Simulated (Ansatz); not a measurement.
Si$_{2}$H$_{7}$OF: geometry relaxation (part 1 of 2)

- system: Si$_{2}$H$_{7}$OF
- method: RKS B3LYP-D4/6-31G* (Ansatz 0.2.0)

It belongs to a series of runs on one base structure; here: end point B relaxed.

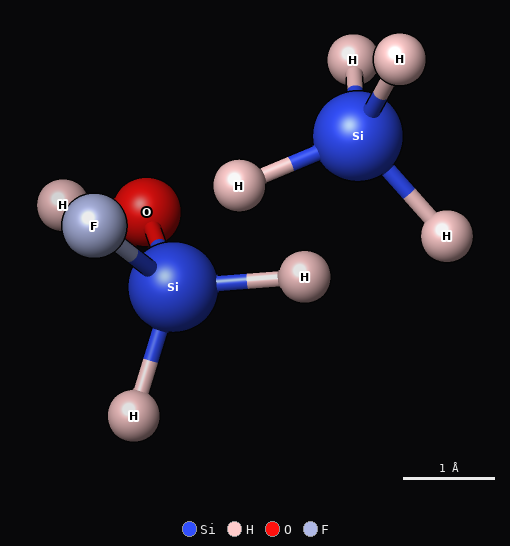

**Figure 1.** The input geometry (ball-and-stick view, seen at a tilt). Bond lengths as drawn: F–Si 1.64 Å, H–O 0.97 Å, H–Si 1.44 to 1.49 Å and O–Si 1.65 Å.

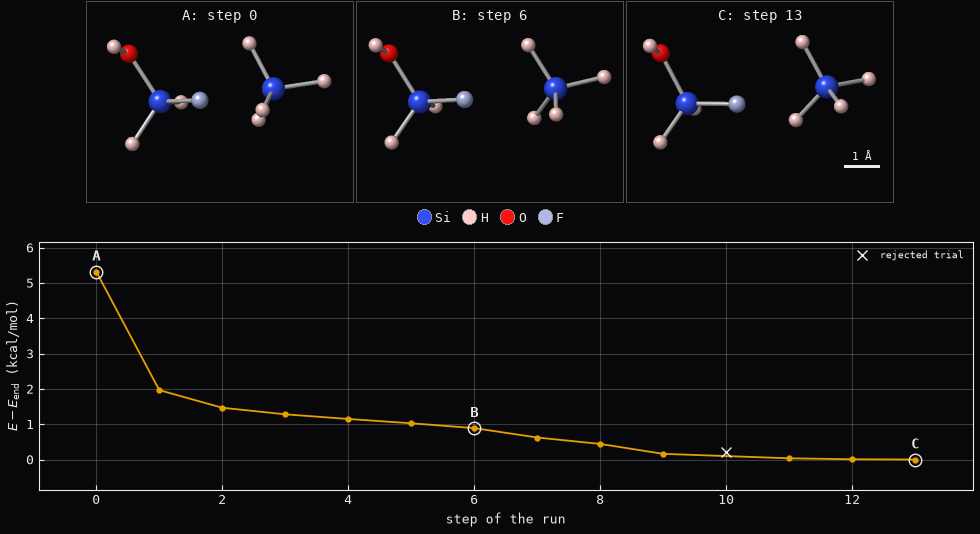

**Figure 2.** Frames of the relaxation (ball-and-stick view, seen at a tilt) above the curves, on which the letters mark them (the first geometry is step 0 here and step 1 in the log).

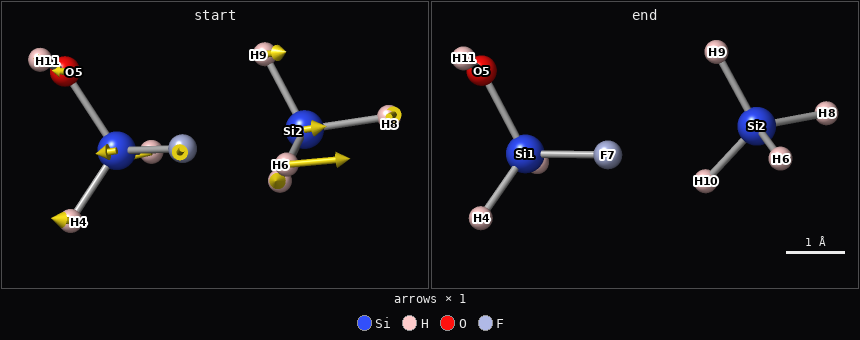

**Figure 3.** Before (left) and after (right) the relaxation, at one scale (ball-and-stick view, seen at a tilt). The yellow arrows give the displacements, at true length. After 13 geometry steps the energy has fallen by 5.32 kcal/mol. The largest force component goes from 0.97 to 0.015 eV/Å. The line search rejected the trial step at point 10 (counted from 0) and went back. The largest move after the best rigid fit is that of H6, 1.13 Å. By element the largest moves are H 1.13 Å, F 0.58 Å, Si 0.41 Å, O 0.23 Å. Among the contacts that change: Si2–H6 1.443 → 1.484 Å, Si1–F7 1.644 → 1.615 Å, Si1–H3 1.470 → 1.475 Å. Among the angles that change: H3–Si1–F7 111.5° → 109.0°. (Atoms are counted from 1 in the order of the input.)

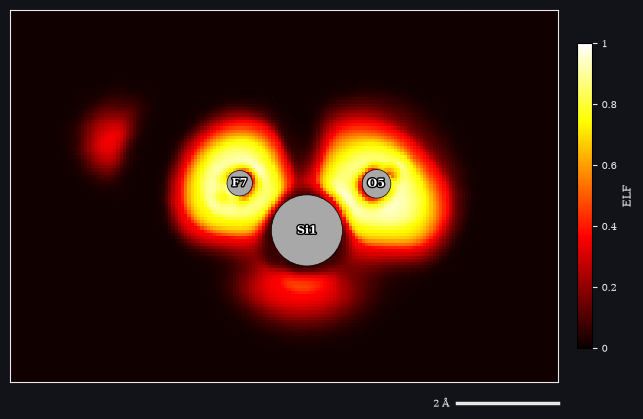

**Figure 4.** Electron localisation function on the plane of atoms O5, Si1 and F7. Grey discs, where drawn, cover atomic cores. The section cuts through Si, O and F sites. Si–F (1.62 Å): the ELF peaks at about 0.85 between the atoms. Si–O (1.65 Å): the ELF peaks at about 0.90 between the atoms.

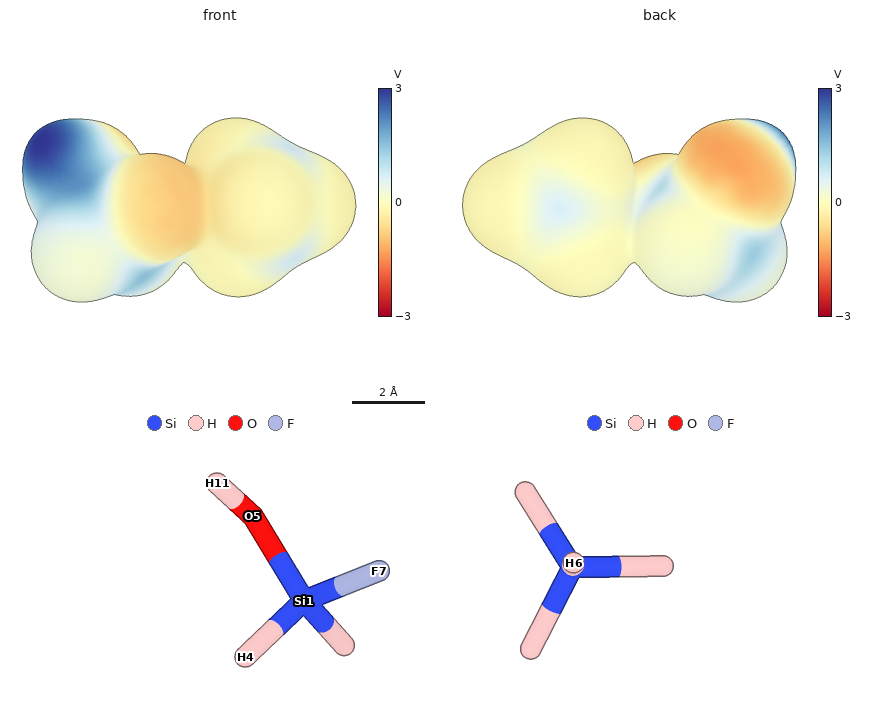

**Figure 5.** The molecular electrostatic potential painted on the density surface at 0.002 e/bohr³, seen face on and from behind; the colour scale runs from red (negative) to blue (positive). The bare structure is drawn below in the same view.

The input that produced these results follows, with the program's output.

Input file
```yaml
crystal:
  periodic: [false, false, false]
  atoms:
    - { symbol: Si, position_ang: [-0.340454, -1.446315, 0.173636] }
    - { symbol: Si, position_ang: [0.869816, 1.840532, -0.291865] }
    - { symbol: H, position_ang: [0.204935, -0.683266, -0.958457] }
    - { symbol: H, position_ang: [0.390035, -2.722189, 0.37703] }
    - { symbol: O, position_ang: [-1.938642, -1.673987, -0.158412] }
    - { symbol: H, position_ang: [1.014156, 1.08371, 0.928122] }
    - { symbol: F, position_ang: [-0.192887, -0.617112, 1.585753] }
    - { symbol: H, position_ang: [1.259858, 3.258554, -0.062332] }
    - { symbol: H, position_ang: [-0.543253, 1.803076, -0.754998] }
    - { symbol: H, position_ang: [1.748942, 1.275726, -1.350713] }
    - { symbol: H, position_ang: [-2.472606, -2.118628, 0.512336] }
basis:
  gaussian: { orbitals: "6-31G*" }
hamiltonian:
  xc: b3lyp
  dispersion: d4
relax:
  f_tol: 0.03
  max_steps: 50
output:
  orbitals: {}
```

Launch command:
```bash
ansatz run input.yaml --threads 2 --pin off --max-ram 3072MiB --backend cpu --events-out ev --progress --plain --runs-dir out
```

What the program printed
```
The last accepted step is kept in [file] (removed where the run ends without a failure and the disk answers)
Engine: ansatz 0.2.0, aarch64-unknown-linux-gnu
Functional definition: B3LYP
  parameter a0 = 0.2
  parameter ax = 0.72
  parameter ac = 0.81
  exchange = (1 - a0 - ax)*slater_x + ax*b88_x + a0*exact_x
  correlation = (1 - ac)*vwn_rpa_c + ac*lyp_c
855 factors; integrals over basis functions are off by at most 7.4e-4 eV
mean field evaluation 1: about -20630.1172 eV, gradient 5.5e1 eV
mean field evaluation 2: about -20620.9461 eV, gradient 9.1e1 eV
mean field evaluation 4: about -20635.1413 eV, gradient 4.3e0 eV
mean field evaluation 8: about -20635.1840 eV, gradient 1.6e-2 eV
mean field -20635.18397775 eV, -758.3290241523 hartree, gradient 1.7e-5 eV, S^2 0.000000; 0 other end points of the search recorded, 0 dependent functions left out
the calculation of the forces begins
reference -20635.18425092 eV, -758.3290341909 hartree; 26, 26 occupied and 56, 56 virtual orbitals, 855 factors
relax step   1: F+E_penalty+E_count = -20635.49135507 eV  Δ(F+E_penalty+E_count) = +0.000e0 eV  max|allowed force component| = 9.676e-1 eV/Å  Δτ_max = 0.0000 Å  (24 SCF iters, accepted)
these checks for a lower state are left out or cut short: starts, cluster_reference, orbital_swaps, neighbouring_geometries, increment
855 factors; integrals over basis functions are off by at most 7.5e-4 eV
mean field evaluation 16: about -20635.3400 eV, gradient 5.1e-2 eV
mean field -20635.35438861 eV, -758.3352866357 hartree, gradient 8.1e-5 eV, S^2 0.000000; 0 other end points of the search recorded, 0 dependent functions left out
[... from here on the field's lines of each further geometry are left out, up to the last ...]
relax step   2: F+E_penalty+E_count = -20635.63693120 eV  Δ(F+E_penalty+E_count) = -1.456e-1 eV  max|allowed force component| = 5.946e-1 eV/Å  Δτ_max = 0.1992 Å  (24 SCF iters, accepted)
relax step   3: F+E_penalty+E_count = -20635.65855487 eV  Δ(F+E_penalty+E_count) = -2.162e-2 eV  max|allowed force component| = 3.023e-1 eV/Å  Δτ_max = 0.1617 Å  (24 SCF iters, accepted)
relax step   4: F+E_penalty+E_count = -20635.66664829 eV  Δ(F+E_penalty+E_count) = -8.093e-3 eV  max|allowed force component| = 1.073e-1 eV/Å  Δτ_max = 0.0713 Å  (25 SCF iters, accepted)
relax step   5: F+E_penalty+E_count = -20635.67235107 eV  Δ(F+E_penalty+E_count) = -5.703e-3 eV  max|allowed force component| = 7.317e-2 eV/Å  Δτ_max = 0.0845 Å  (24 SCF iters, accepted)
relax step   6: F+E_penalty+E_count = -20635.67764151 eV  Δ(F+E_penalty+E_count) = -5.290e-3 eV  max|allowed force component| = 1.570e-1 eV/Å  Δτ_max = 0.1569 Å  (26 SCF iters, accepted)
relax step   7: F+E_penalty+E_count = -20635.68358807 eV  Δ(F+E_penalty+E_count) = -5.947e-3 eV  max|allowed force component| = 1.559e-1 eV/Å  Δτ_max = 0.0986 Å  (24 SCF iters, accepted)
relax step   8: F+E_penalty+E_count = -20635.69512431 eV  Δ(F+E_penalty+E_count) = -1.154e-2 eV  max|allowed force component| = 2.680e-1 eV/Å  Δτ_max = 0.1954 Å  (26 SCF iters, accepted)
relax step   9: F+E_penalty+E_count = -20635.70300668 eV  Δ(F+E_penalty+E_count) = -7.882e-3 eV  max|allowed force component| = 3.465e-1 eV/Å  Δτ_max = 0.1807 Å  (26 SCF iters, accepted)
relax step  10: F+E_penalty+E_count = -20635.71518004 eV  Δ(F+E_penalty+E_count) = -1.217e-2 eV  max|allowed force component| = 1.930e-1 eV/Å  Δτ_max = 0.0797 Å  (24 SCF iters, accepted)
relax step  11: F+E_penalty+E_count = -20635.71344463 eV  Δ(F+E_penalty+E_count) = +1.735e-3 eV  max|allowed force component| = 5.092e-1 eV/Å  Δτ_max = 0.0796 Å  (24 SCF iters, rejected (line search))
relax step  12: F+E_penalty+E_count = -20635.72065223 eV  Δ(F+E_penalty+E_count) = -5.472e-3 eV  max|allowed force component| = 2.750e-2 eV/Å  Δτ_max = 0.0386 Å  (24 SCF iters, accepted)
relax step  13: F+E_penalty+E_count = -20635.72183100 eV  Δ(F+E_penalty+E_count) = -1.179e-3 eV  max|allowed force component| = 1.117e-2 eV/Å  Δτ_max = 0.0591 Å  (24 SCF iters, accepted)
the calculation of the forces begins
reference -20635.45343824 eV, -758.3389266426 hartree; 26, 26 occupied and 56, 56 virtual orbitals, 855 factors
relax step  14: F+E_penalty+E_count = -20635.72213919 eV  Δ(F+E_penalty+E_count) = -3.082e-4 eV  max|allowed force component| = 1.517e-2 eV/Å  Δτ_max = 0.0346 Å  (23 SCF iters, accepted)
855 factors; integrals over basis functions are off by at most 7.8e-4 eV
mean field evaluation 96: about -20635.4532 eV, gradient 1.1e-2 eV
mean field -20635.45315114 eV, -758.3389160920 hartree, gradient 7.6e-5 eV, S^2 0.000000; 1 other end points of the search recorded, 0 dependent functions left out
the calculation of the forces begins
reference -20635.45343824 eV, -758.3389266426 hartree; 26, 26 occupied and 56, 56 virtual orbitals, 855 factors
Total energy: -20635.72242628 eV, -758.3488117709 hartree
Atom 0 at    -0.415737    -1.776597    -0.026635 Å, force    -0.002249    -0.002321    -0.001668 eV/Å
Atom 1 at     0.948369     2.179772    -0.101994 Å, force     0.015170     0.005541    -0.004433 eV/Å
Atom 2 at     0.091103    -1.405232    -1.361303 Å, force     0.001298     0.002053     0.000991 eV/Å
Atom 3 at     0.160622    -3.045587     0.486752 Å, force     0.001610    -0.000451    -0.002998 eV/Å
Atom 4 at    -2.055842    -1.866042    -0.174075 Å, force     0.007197     0.002213     0.002056 eV/Å
Atom 5 at     1.345783     2.079421     1.324315 Å, force    -0.004976    -0.001229    -0.004681 eV/Å
Atom 6 at     0.012675    -0.636347     1.033961 Å, force    -0.002975    -0.000932    -0.000692 eV/Å
Atom 7 at     1.392566     3.495941    -0.637972 Å, force    -0.005623    -0.004673     0.001442 eV/Å
Atom 8 at    -0.526833     2.078975    -0.234987 Å, force     0.001422    -0.004855     0.000441 eV/Å
Atom 9 at     1.600595     1.102389    -0.890204 Å, force    -0.004924     0.003651     0.006694 eV/Å
Atom 10 at    -2.553400    -2.206592     0.582243 Å, force    -0.005950     0.001004     0.002847 eV/Å
Dipole moment:    -0.137797    -0.358050     0.139194 e Å
```

Trajectory as extended XYZ (Å, eV, eV/Å), 14 frames, from step=1 to step=14
```
11
Properties=species:S:1:pos:R:3:forces:R:3 step=1 energy=-20635.49135
Si   -0.3405   -1.4463    0.1736   -0.0552   0.1323   0.9676
Si    0.8698    1.8405   -0.2919    0.0468   0.7387  -0.6499
H     0.2049   -0.6833   -0.9585   -0.0162   0.0000   0.0005
H     0.3900   -2.7222    0.3770   -0.0060  -0.0080   0.0177
O    -1.9386   -1.6740   -0.1584    0.0320   0.0473  -0.1157
H     1.0142    1.0837    0.9281    0.2015  -0.1699   0.5164
F    -0.1929   -0.6171    1.5858   -0.1725  -0.6991  -0.7936
H     1.2599    3.2586   -0.0623    0.0047   0.0124  -0.0004
H    -0.5433    1.8031   -0.7550    0.0335  -0.0086   0.0105
H     1.7489    1.2757   -1.3507   -0.0182   0.0064  -0.0047
H    -2.4726   -2.1186    0.5123   -0.0503  -0.0514   0.0515
```
